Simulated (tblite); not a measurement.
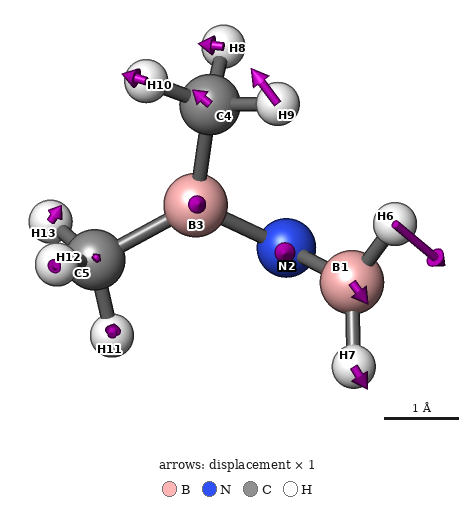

This is a relaxation of C$_{2}$H$_{8}$B$_{2}$N (multiplicity 2). The starting structure is drawn; purple arrows show the displacements, at their true length. The two geometries are superimposed by the best rigid fit.

The picture is a ball-and-stick view, seen at a tilt.

All numbers below come from tblite, GFN2-xTB geometry optimisation, gas phase. 

### What happened in the run?

The energy falls by 161.2 kJ/mol in 95 geometry steps. The largest move after the best rigid fit is that of H6, 1.19 Å. By element the largest moves are H 1.19 Å, N 1.07 Å, B 0.38 Å, C 0.32 Å. Among the contacts that change: B1–N2 1.534 → 1.337 Å, N2–B3 1.513 → 1.345 Å, B3–C4 1.563 → 1.607 Å, C4–H8 1.130 → 1.088 Å. Among the angles between lasting bonds that change: B1–N2–B3 104.9° → 179.5°, C4–B3–C5 125.6° → 116.4°, H12–C5–H13 113.6° → 107.5°. Groups turn about B3–C5 by about 30°, B3–C4 by about 25°.
